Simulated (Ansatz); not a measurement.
## LiNbO3: pressure series

The reference is LiNbO$_{3}$ (space group R3c, No. 161; a = 5.190 Å, c = 14.016 Å (hexagonal axes)).

Cell and atoms are relaxed at each pressure.

Level of theory: plane-wave PAW DFT at the PBE level (Ansatz, a program for electronic structure, 420 eV), no spin-orbit coupling, earlier PAW set.

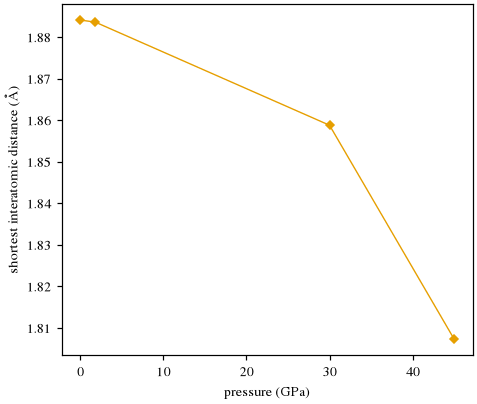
Figure. Shortest interatomic distance against pressure

Task: From the plot, what is the shortest interatomic distance for pressure 1.8 GPa?

Result: About 1.884 Å.

Task: Is the trend monotonic over the range shown?

Result: Yes, it falls throughout, spanning 1.807 Å to 1.884 Å.

Load acts through the strain it causes; cell and atoms are relaxed under it. Whether these cells are dynamically stable was not tested. No other phases were tried under pressure.
